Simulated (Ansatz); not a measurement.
C2H7GeIO (SMILES [GeH3][CH2]OCI)

```
atom    x (Å)    y (Å)    z (Å)
  Ge  -1.1465  -0.8675   1.1230
   C   0.7066  -0.2560   0.6896
   O   0.7439   0.9722  -0.0305
   C   0.6067   0.8328  -1.3993
   I   0.3075   2.8007  -2.2969
   H  -1.9859  -1.0421  -0.1598
   H  -1.0634  -2.2235   1.8574
   H  -1.8233   0.1777   2.0290
   H   1.2662  -1.0513   0.1612
   H   1.2285  -0.0724   1.6413
   H  -0.2767   0.2428  -1.6961
   H   1.5134   0.4313  -1.8849
```

Core potentials replace the inner electrons of I.

These are results of RKS B3LYP/def2-SVP (Ansatz), not measurements.

Predict the electron density and electron localisation function between the atoms.

C–I (2.18 Å): ρ is about 0.75 e/Å³ halfway; the ELF peaks at about 0.90 between the atoms, as expected for localised, covalent bonding.
C–H (1.10 Å): ρ is about 2 e/Å³ halfway; the ELF climbs to about 1 towards the hydrogen, as it does in any bond to H; an ordinary covalent bond to hydrogen.
Ge–H (1.54 Å): ρ is about 1 e/Å³ halfway; the ELF climbs to about 1 towards the hydrogen.

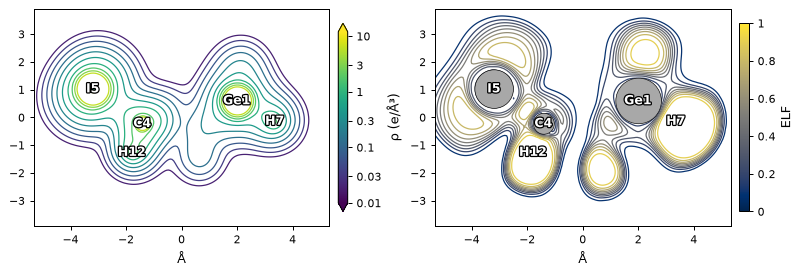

Computed electron density and electron localisation function on the plane of atoms I5, C4 and H12, in this order. Grey discs cover the atomic cores in the ELF map. 
